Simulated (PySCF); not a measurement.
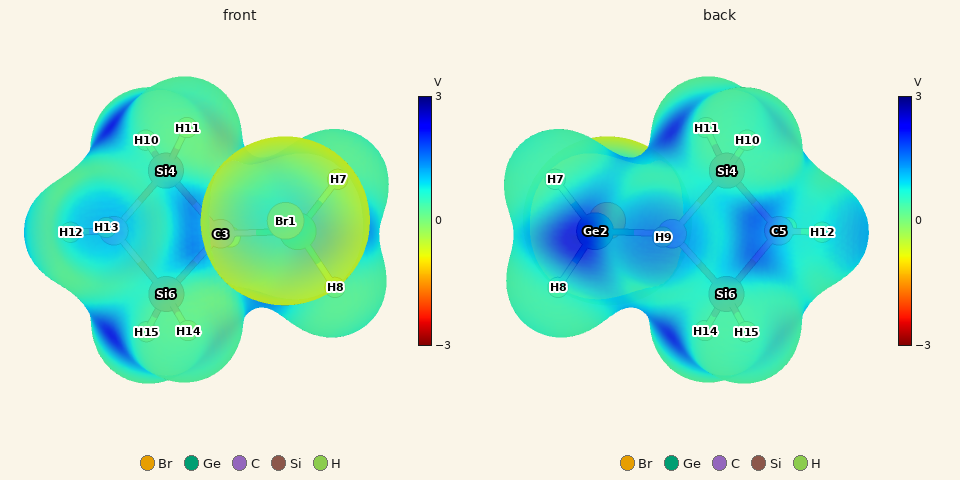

The picture shows: C2H9BrGeSi2 (SMILES [Br][GeH2][CH]1[SiH2]C[SiH2]1). The molecular electrostatic potential painted on the density surface at 0.004 e/bohr³, seen from the front and from behind; the colour scale runs from red (negative) to blue (positive).

Geometry: GFN2-xTB.

These are results of PySCF 2.14.0, PBE0/def2-SVPD, SCF density, gas phase, not measurements.

```xyz
15

Br    2.1720    1.1183    1.9110
Ge    2.2103   -0.1485    0.0170
C     0.3921   -0.4285   -0.6594
Si   -0.6958    1.1511   -0.8768
C    -1.8858    0.3882    0.4173
Si   -0.8557   -1.2189    0.5828
H     3.1456    0.6156   -0.9135
H     2.9432   -1.4144    0.4446
H     0.4980   -1.0037   -1.5789
H    -1.2206    1.2513   -2.2405
H    -0.0650    2.4113   -0.4809
H    -2.9050    0.2446    0.0705
H    -1.9502    0.9609    1.3389
H    -0.3210   -1.4909    1.9186
H    -1.4665   -2.4284    0.0271
```

### Where is the surface potential most negative and most positive?

The most negative region (about −0.7 V, or −16 kcal/mol for a unit charge) lies over Br1, the most positive (about +2.2 V, or +51 kcal/mol for a unit charge) over Ge2, Si4 and Si6. Br1 shows a σ-hole: about +0.4 V, or +9 kcal/mol for a unit charge at the tip opposite its bond, against about −0.6 V, or −14 kcal/mol for a unit charge on its flanks.
